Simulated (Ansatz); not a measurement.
System: Ge2H (charge −1).

Input file:

```
crystal:
  periodic: [false, false, false]
  atoms:
    - {symbol: Ge, position_ang: [0.295117, -0.175401, 0.093900]}
    - {symbol: Ge, position_ang: [-0.131744, -0.669146, 2.187782]}
    - {symbol: H, position_ang: [0.623327, 0.169946, -1.413782]}
basis:
  gaussian: {orbitals: def2-TZVPD, initial_orbitals: start.molden}
total_charge: -1
hamiltonian: {xc: pbe0, dispersion: d4}
output: {forces: true, orbitals: {seedname: orbitals}}
```

Launched as:

```sh
ansatz run in.yaml --threads 4 --pin off --events-out ev --progress --plain --max-ram 3916MiB
```

Geometry: PBE-D4/def2-TZVPD.

The calculation used Ansatz 0.2.0, RKS PBE0-D4/def2-TZVPD.

Q: Predict the electron density and electron localisation function between the atoms.

A: Ge–Ge (2.19 Å): ρ is about 0.61 e/Å³ halfway; the ELF reaches about 0.55 near the midpoint.
Ge–H (1.58 Å): ρ is about 0.93 e/Å³ halfway; the ELF climbs to about 1 towards the hydrogen.

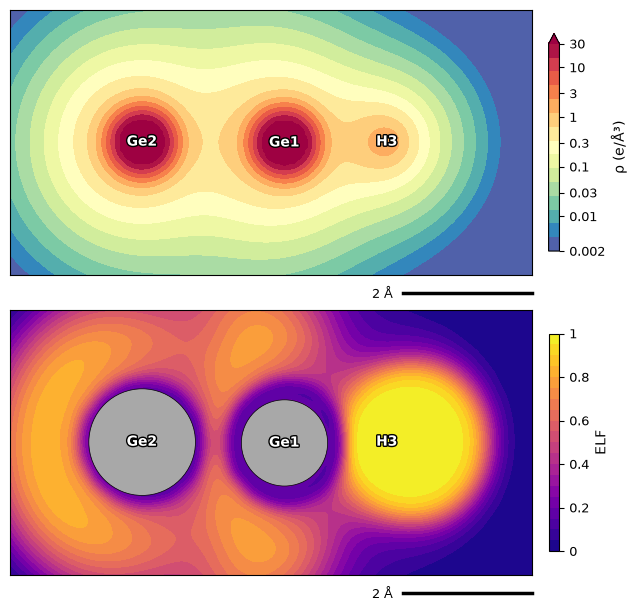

Computed electron density and electron localisation function on a plane that holds the molecular axis, in this order. Grey discs cover the atomic cores in the ELF map. 
